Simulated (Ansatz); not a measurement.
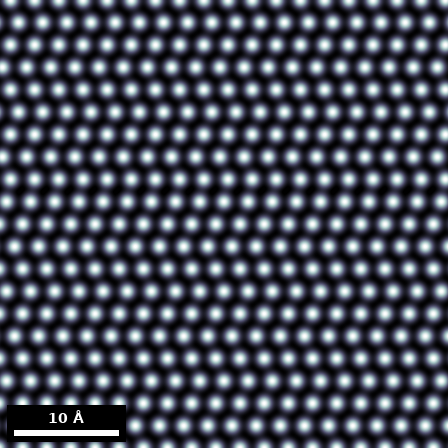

HAADF-like image of Ru (P6_3/mmc, No. 194) along [100]. Simulation: incoherent imaging, intensity Z^1.7 per atom, probe width 1.30 Å, thin sample.

One planar defect was built into the perfect crystal by geometry alone, without relaxation. Host structure: the end point of a relaxation with DFT, LDA (PW92), plane waves (420 eV) with PAW, scalar-relativistic (Ansatz 0.2.0); the starting structure was generated, so it need not be a known form of this composition.

**Find the planar defect and say what kind it is.**

A planar fault (a stacking fault) runs horizontally about 18 Å below the top edge. The part above it is shifted along the boundary by 1/2 of the 2.31 Å repeat of the rows (1.2 Å to the right, the same as to the left); both parts keep the same orientation.
